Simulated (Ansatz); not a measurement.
CH₅F₂MoNO₂ (SMILES C[N]=[Mo]([OH])([OH])([F])[F])

```yaml
atoms:
  - { symbol: C, position_ang: [-0.4218, -1.1749, 2.1699] }
  - { symbol: F, position_ang: [-0.0627, -0.0350, -1.6779] }
  - { symbol: F, position_ang: [-1.1640, 2.2946, 0.9899] }
  - { symbol: Mo, position_ang: [-0.5773, 0.8695, -0.1450] }
  - { symbol: N, position_ang: [-0.4730, -0.2913, 1.0724] }
  - { symbol: O, position_ang: [-2.3476, 0.9591, -0.7530] }
  - { symbol: O, position_ang: [1.0048, 1.8737, -0.1680] }
  - { symbol: H, position_ang: [0.6035, -1.5531, 2.3170] }
  - { symbol: H, position_ang: [-0.7356, -0.6452, 3.0859] }
  - { symbol: H, position_ang: [-1.0979, -2.0315, 2.0110] }
  - { symbol: H, position_ang: [-3.0538, 1.3991, -0.2659] }
  - { symbol: H, position_ang: [1.2035, 2.5632, 0.4761] }
```

Geometry: PBE0-D4/def2-SVP; core potentials replace the inner electrons of Mo.

All numbers below come from isolated molecule in a Gaussian basis; Kohn-Sham density functional theory, functional PBE0 in Ansatz.

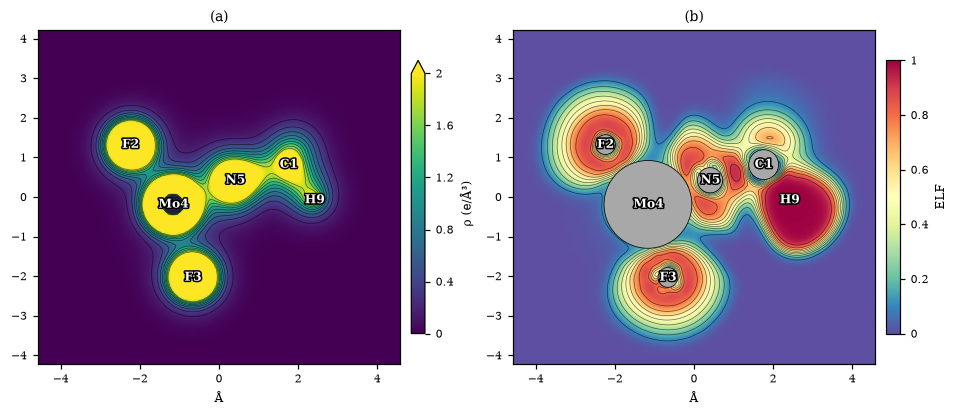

Figure 1. (a) electron density; (b) electron localisation function on the plane of atoms F3, Mo4 and N5. Grey discs cover the atomic cores in the ELF map.

### Read the bonding off the picture.

The section cuts through C, F, Mo, N and H sites.
C–N (1.41 Å): ρ at the midpoint is about 2 e/Å³; the ELF peaks at about 0.90 between the atoms (a covalent bond).
Mo–N (1.69 Å): ρ is about 1.9 e/Å³ halfway; the ELF peaks at about 0.75 in the valence shell of N, 0.5 Å from its nucleus, and drops to about 0.35 between the two atoms.
Mo–F (1.85 Å): ρ is about 1.1 e/Å³ halfway; the ELF peaks at about 0.85 in the valence shell of F, 0.5 Å from its nucleus, and drops to about 0.20 between the two atoms.
Mo–F (1.91 Å): ρ at the midpoint is about 0.94 e/Å³; the ELF peaks at about 0.85 in the valence shell of F, 0.5 Å from its nucleus, and drops to about 0.20 between the two atoms.
C–H (1.10 Å): ρ at the midpoint is about 1.9 e/Å³; the ELF climbs to about 1 towards the hydrogen, as it does in any bond to H; a covalent bond by its length.

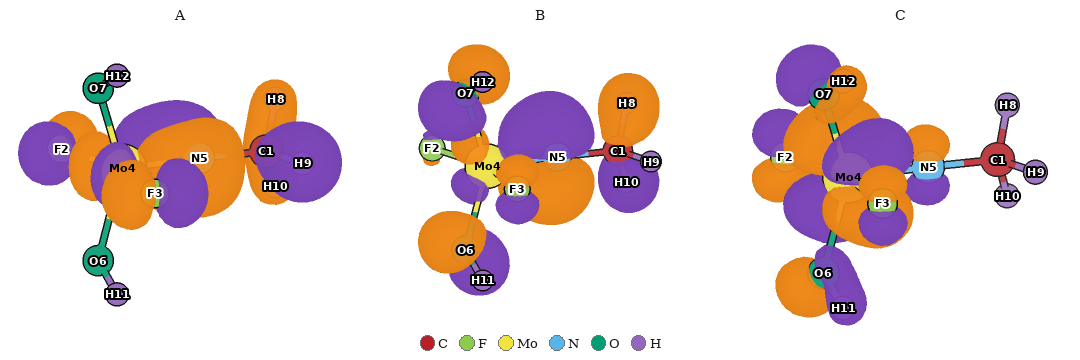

Figure 2. Three frontier orbitals at ±0.1 Å⁻³ᐟ² (orange and purple are the two phases), in no order.

### Which picture is the HOMO−1, the HOMO and the LUMO?

A is the HOMO−1 (−8.80 eV). By Hirshfeld shares it lies mainly on N5 (about 40 %), Mo4 (about 20 %), F3 (about 15 %), F2 (about 10 %) and C1 (about 10 %). B is the HOMO (−8.40 eV). It lies mainly on N5 (about 35 %), O6 (about 15 %), O7 (about 15 %), Mo4 (about 15 %) and C1 (about 5 %). C is the LUMO (−3.37 eV). Its weight (Hirshfeld) is mainly on Mo4 (about 65 %), F2 (about 10 %), O6 (about 5 %) and O7 (about 5 %).

### What is the HOMO–LUMO gap?

5.03 eV between the orbital energies.
